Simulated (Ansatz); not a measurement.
# AsH2 (SMILES [AsH2]): U-revPBE/cc-pVTZ

What is the electronic atomisation energy of AsH2 at U-revPBE/cc-pVTZ? 

The results are computed with Ansatz 0.2.0.

34 further runs of the same task are left out: 34 set aside as unsound or not needed.

## (1) The system as given

The species is AsH2 (3 atoms), meant as a doublet with charge 0. SMILES: `[AsH2]`. The coordinates come from a PBE0-D4/def2-TZVP relaxation.

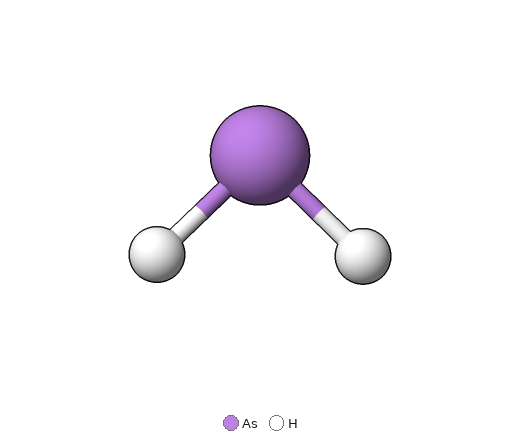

Viewed from a chosen angle; arsenic purple, hydrogen white.

## (2) The energy at U-revPBE/cc-pVTZ

File in.yaml:

```yaml
crystal:
  periodic: [false, false, false]
  atoms:
    - {symbol: As, position_ang: [-0.573310, 0.327430, -0.274790]}
    - {symbol: H, position_ang: [0.680410, 0.795730, 0.459110]}
    - {symbol: H, position_ang: [-0.107090, -1.123160, -0.184320]}
basis:
  gaussian:
    orbitals: cc-pVTZ
magnetization:
  spin_polarized: true
  initial_magnetization: 1
hamiltonian:
  xc: {name: revPBE}
accuracy: high
output:
  orbitals: {seedname: orbitals}
```

On the command line:

```console
$ ansatz run in.yaml --threads 1 --pin off --max-ram 3480MiB --events-out events.jsonl --progress --plain --runs-dir runs
```

What it wrote:

```text
Warning: RAYON_NUM_THREADS=1 ignored (pool sized by the plan → 1); use --threads N
Functional definition: revPBE
  name "revPBE"
  parameter kappa = 1.245
  parameter beta = 0.06672455060314922
  exchange = pbe_x(kappa = kappa, mu = beta*pi^2/3)
  correlation = pbe_c(beta = beta)
1046 factors; integrals over basis functions are off by at most 4.4e-9 eV
mean field evaluation 1: about -60868.6479 eV, gradient 1.0e1 eV
mean field evaluation 2: about -60868.9002 eV, gradient 7.6e0 eV
mean field evaluation 4: about -60869.2095 eV, gradient 3.5e-1 eV
mean field evaluation 8: about -60869.2063 eV, gradient 2.3e-2 eV
mean field evaluation 16: about -60869.2063 eV, gradient 1.4e-6 eV
mean field -60869.20632353 eV, -2236.9020737598 hartree, gradient 2.9e-8 eV, S^2 0.754036; 0 other end points of the search recorded, 0 dependent functions left out
reference -60869.20632673 eV, -2236.9020738773 hartree; 18, 17 occupied and 53, 54 virtual orbitals, 1046 factors
Total energy: -60869.20632673 eV, -2236.9020738773 hartree
```

It took 1.9 s on 1 thread of Intel Xeon 6975P-C (Granite Rapids), shared host; peak memory 0.16 GiB.

## (3) The As atom at the same level

File job.yaml:

```yaml
crystal:
  periodic: [false, false, false]
  atoms:
    - {symbol: As, position_ang: [0.000000, 0.000000, 0.000000]}
basis:
  gaussian:
    orbitals: cc-pVTZ
magnetization:
  spin_polarized: true
  initial_magnetization: 3
hamiltonian:
  xc: {name: revPBE}
accuracy: high
```

On the command line:

```console
$ ansatz run job.yaml --threads 1 --pin off --max-ram 3480MiB --events-out events.jsonl --progress --plain --runs-dir runs
```

What it wrote, shortened:

```text
Warning: RAYON_NUM_THREADS=1 ignored (pool sized by the plan → 1); use --threads N
[... 6 set-up lines as earlier in the session ...]
424 factors; integrals over basis functions are off by at most 3.8e-9 eV
mean field evaluation 1: about -60835.7367 eV, gradient 5.5e0 eV
mean field evaluation 2: about -60835.8171 eV, gradient 2.7e0 eV
mean field evaluation 4: about -60835.8325 eV, gradient 3.6e-1 eV
mean field evaluation 8: about -60835.8323 eV, gradient 2.9e-4 eV
mean field -60835.83230570 eV, -2235.6756012263 hartree, gradient 9.3e-8 eV, S^2 3.750583; 0 other end points of the search recorded, 0 dependent functions left out
reference -60835.83230838 eV, -2235.6756013249 hartree; 18, 15 occupied and 25, 28 virtual orbitals, 424 factors
Total energy: -60835.83230838 eV, -2235.6756013249 hartree
```

It took 0.72 s on 1 thread of Intel Xeon 6975P-C (Granite Rapids), shared host; peak memory 0.1 GiB.

## (4) The H atom

File in.yaml:

```yaml
basis:
  gaussian: {orbitals: cc-pVTZ}
crystal:
  periodic: [false, false, false]
  atoms:
    - {symbol: H, position_ang: [0.000000, 0.000000, 0.000000]}
magnetization: {spin_polarized: true, initial_magnetization: 1}
hamiltonian: {xc: {name: revPBE}}
accuracy: high
```

Run the same way, it converges to -0.50413 Eh (log not shown).

## (5) What came out

Level: U-revPBE/cc-pVTZ.

| quantity | value |
| --- | --- |
| molecule: total energy | -2236.90207 Eh |
| molecule: HOMO energy (highest over α and β) | -5.70 eV |
| molecule: LUMO energy (lowest over α and β) | -4.00 eV |
| molecule: ⟨S²⟩ | 0.754 |
| As atom: total energy | -2235.67560 Eh |
| As atom: ⟨S²⟩ | 3.751 |
| H atom: total energy | -0.50413 Eh |
| H atom: ⟨S²⟩ | 0.750 |
| electronic atomisation energy | 5.938 eV |

What this shows: Taking the molecule apart into free atoms costs 5.94 eV (137 kcal/mol), before zero-point energy and without spin-orbit coupling.
